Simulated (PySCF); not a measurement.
## Electronic structure of C$_{5}$H$_{7}$F in real space

```
atom    x (Å)    y (Å)    z (Å)
   C  -1.5728  -0.3254  -0.2489
   C  -0.3289   0.1235   0.4980
   C   0.7865  -0.8982   0.6038
   C   1.6174  -0.1378  -0.0932
   F   2.8907  -0.2676  -0.4854
   C   0.6722   0.9988  -0.3160
   H  -2.1178  -1.0611   0.3380
   H  -2.2299   0.5211  -0.4362
   H  -1.3023  -0.7765  -1.2007
   H  -0.6037   0.5699   1.4558
   H   0.8423  -1.8621   1.0694
   H   0.9564   1.9414   0.1486
   H   0.3854   1.1742  -1.3509
```

Geometry: GFN2-xTB.

All numbers below come from PBE0/def2-SVPD, SCF density, gas phase (PySCF).

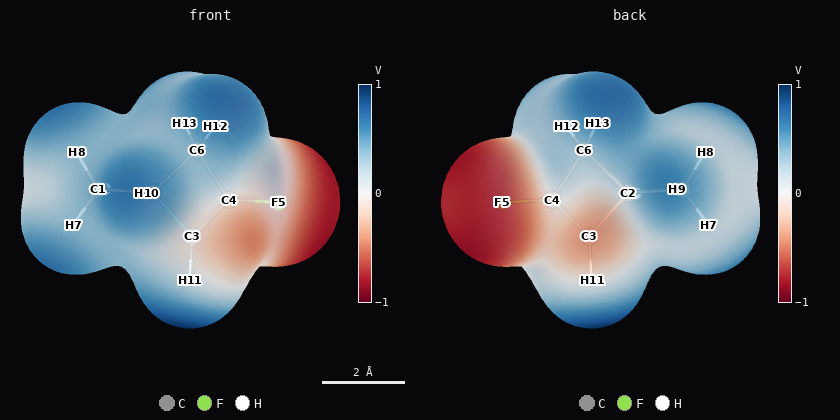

Figure 1. The electrostatic potential painted on the density surface at 0.002 e/bohr³, seen from the front and from behind; red is negative and blue positive.

> Where is the surface potential most negative and most positive?

The most negative region (about −0.8 V) lies over F5, the most positive (about +0.9 V) over H11.

> How polar is the molecule by this calculation?

Its dipole moment is 1.77 D.

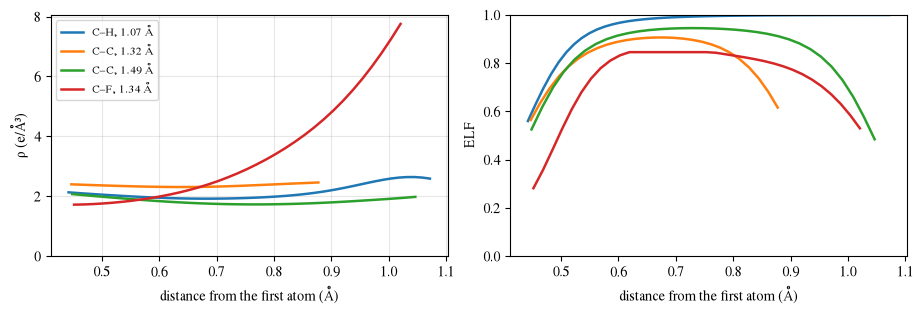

Figure 2. Electron density and ELF along straight lines between neighbouring atoms. The curves leave out the atomic cores.

> What can be read from the curves?

C–H (1.07 Å): the density is about 2 e/Å³ at the midpoint; the ELF climbs to about 1 towards the hydrogen, as it does in any bond to H; an ordinary covalent bond to hydrogen.
C–C (1.32 Å): ρ is about 2.3 e/Å³ halfway; the ELF peaks at about 0.90 between the atoms (a short, multiple covalent bond).
C–C (1.49 Å): the density is about 1.7 e/Å³ at the midpoint; the ELF peaks at about 0.95 between the atoms; a covalent bond.
C–F (1.34 Å): ρ is about 2.3 e/Å³ halfway; the ELF peaks at about 0.85 between the atoms (a polar covalent bond).
